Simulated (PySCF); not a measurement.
**[CeH3]+: rigid scans about the minimum**

Aim: map the energy of singlet [CeH3]+ about its PBE0 minimum, with rigid distortions.

Program: PySCF 2.14.0. Level of theory: PBE0, basis Ce def2-TZVP with ECP28, H def2-TZVP, scalar-relativistic core potentials, no spin–orbit coupling, density fitting. These are calculated values, not measurements.

### 1 Starting geometry

4 atoms, charge 1, spin multiplicity 1.

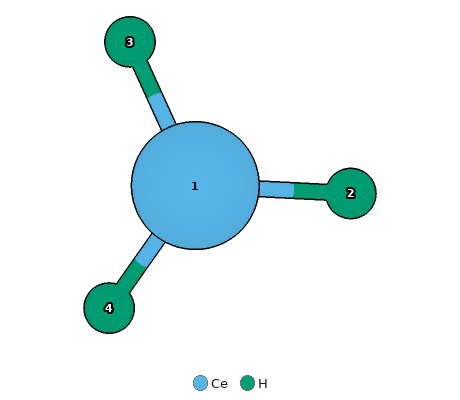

Start geometry, drawn with cerium blue, hydrogen teal; atoms are numbered from 1 in the order of the file.

Z-matrix (Å, degrees; charge 1 multiplicity 1):
```
Ce
H  1 1.9008
H  1 1.9008 2 109.87
H  1 1.9008 2 109.87 3 121.00
```

### 2 Breathing scan

One driver script runs all scans and calls PySCF for each point, on a (75, 302) grid.

Command:

```sh
$ OMP_NUM_THREADS=2 python axn.py task.json out
```

A rigid scan with PBE0: all bonds to the central atom are scaled together. Each point starts from its neighbour's orbitals, and energies count from the minimum. Dipoles of the ion refer to the centre of mass.

```csv
scale of all bonds to the centre,energy (kJ/mol),dipole size (D)
0.88,92.3,2.03
0.92,37.6,2.24
0.96,8.6,2.41
1.00,0.0,2.57
1.04,7.3,2.70
1.08,26.8,2.81
1.14,73.0,2.94
1.22,154.7,3.07
1.35,309.1,3.19
```

The scan ran for 40 s (2 threads of Arm Neoverse V1, shared host).

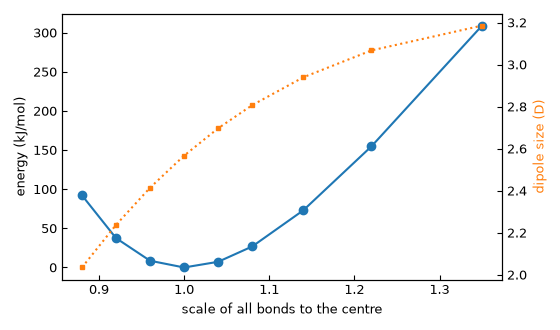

Energy (circles) and dipole moment (squares) along the scan.

### 3 Stretching one bond

A rigid scan with PBE0: the bond from Ce to the last atom (H) is scaled and the rest held.

```csv
scale of one bond,energy (kJ/mol),dipole size (D)
0.92,12.4,2.50
0.96,2.9,2.53
1.00,0.0,2.57
1.05,3.7,2.63
1.12,18.5,2.73
1.20,44.0,2.82
1.35,101.1,2.88
1.55,173.5,2.82
1.80,242.1,2.73
2.20,304.0,2.86
```

The scan took 55 s.

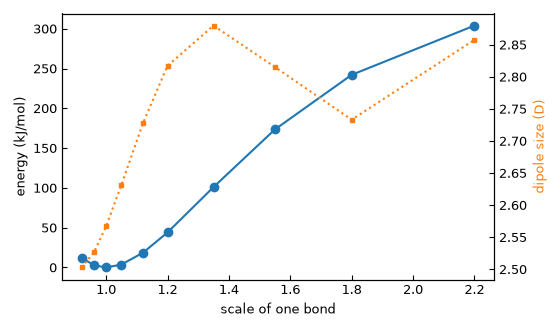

Energy (circles) and dipole moment (squares) along the scan.

A restricted determinant lies too high at long bonds, where the pair should uncouple.

### 4 Umbrella curve

A rigid scan with PBE0: angle between each bond and the threefold axis, bonds fixed.

```csv
angle of the bonds to the threefold axis (°),energy (kJ/mol),dipole size (D)
55,19.3,4.12
60,8.5,3.70
65,2.2,3.22
70,0.0,2.68
75,0.7,2.06
80,2.6,1.40
85,4.5,0.71
90,5.3,0.00
```

The scan took 29 s.

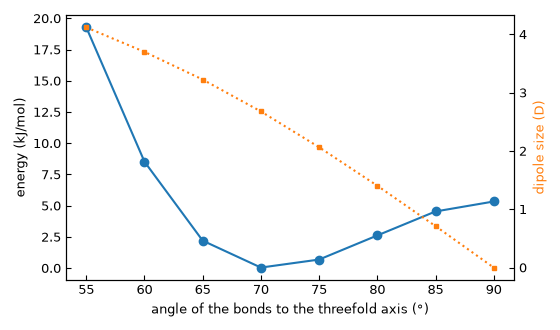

Energy (circles) and dipole moment (squares) along the scan.

### 5 What came out

| quantity | value |
| --- | --- |
| all bonds 4 % longer | 7.3 kJ/mol |
| one bond 20 % longer | 44.0 kJ/mol |
| planar shape, bonds held | 5.3 kJ/mol |

**Reading.** Shortening all bonds by 4 % costs 8.6 kJ/mol and lengthening them 7.3: the wall is steeper on the short side. Held rigid otherwise, the planar shape costs 5 kJ/mol, so the molecule is floppy along this path. Whether spin polarisation would lower the closed shell was not checked. Spin–orbit coupling is left out.
